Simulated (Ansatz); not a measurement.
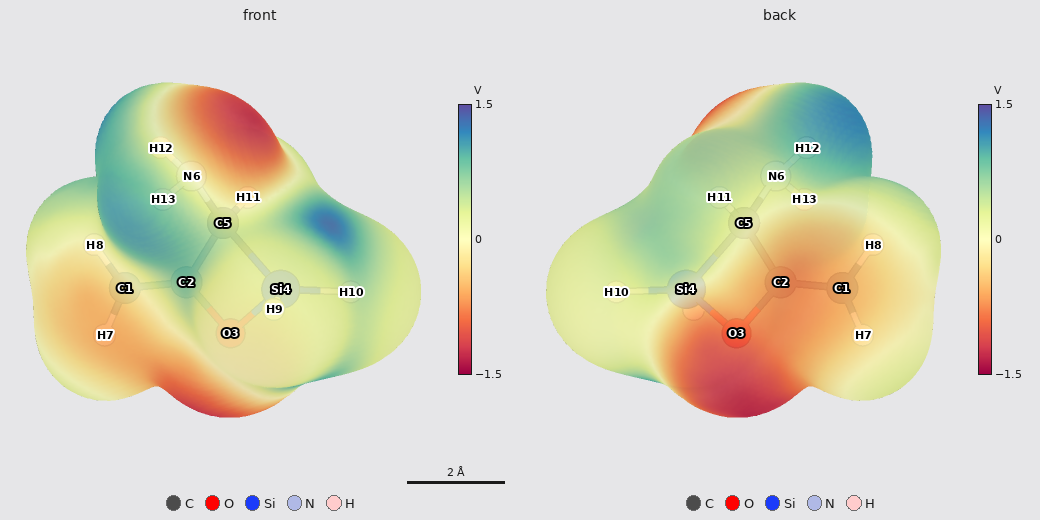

Figure. C$_{3}$H$_{7}$NOSi (SMILES C=C1O[SiH2]C1N). The molecular electrostatic potential painted on the density surface at 0.001 e/bohr³, seen from the front and from behind; red is negative and blue positive.

Method: RKS revPBE-D4/def2-SVP in Ansatz 0.2.0.

```xyz
13

C     0.0948   -2.0120   -0.1549
C     0.4076   -0.7149   -0.3299
O     1.7035   -0.2069   -0.4766
Si    1.2101    1.4149   -0.0659
C    -0.4898    0.5438   -0.2911
N    -1.5961    0.6581    0.6337
H     0.8709   -2.7897   -0.1220
H    -0.9606   -2.3018   -0.0516
H     1.5940    1.7959    1.3370
H     1.7184    2.4406   -1.0384
H    -0.8462    0.7669   -1.3228
H    -2.3742    0.0544    0.3366
H    -1.3120    0.3160    1.5608
```

**Where is the surface potential most negative and most positive?**

The most negative region (about −1.3 V) lies over O3 and N6, the most positive (about +1.2 V) over Si4 and H12.
